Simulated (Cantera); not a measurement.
Feed: 1 mol HF, 0.021 mol SO2, 0.91 mol H2, 0.28 mol H2O, at 0.00133 bar.

Method: chemical equilibrium by Gibbs-energy minimisation in Cantera with the NASA 1993 tables (ideal gas, pure condensed phases). Candidate condensed phases: H2O, H2SO4, S; 43 gas species. Equilibrium is a limit: real reactors are often held back by kinetics, nucleation or transport.

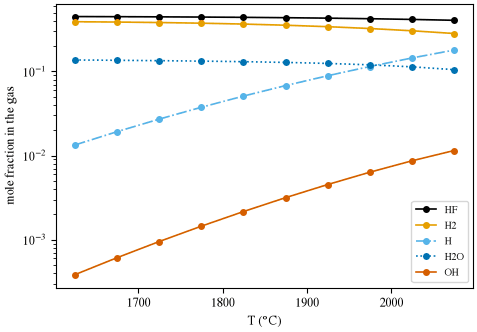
Fig. 1. Equilibrium gas composition (values under 1e-9 drawn at 1e-9)

Question: Read off the mole fractions at 1875 °C.

Answer: HF about 0.44, H2 about 0.35, H2O about 0.13, H about 0.068, OH about 0.0032.
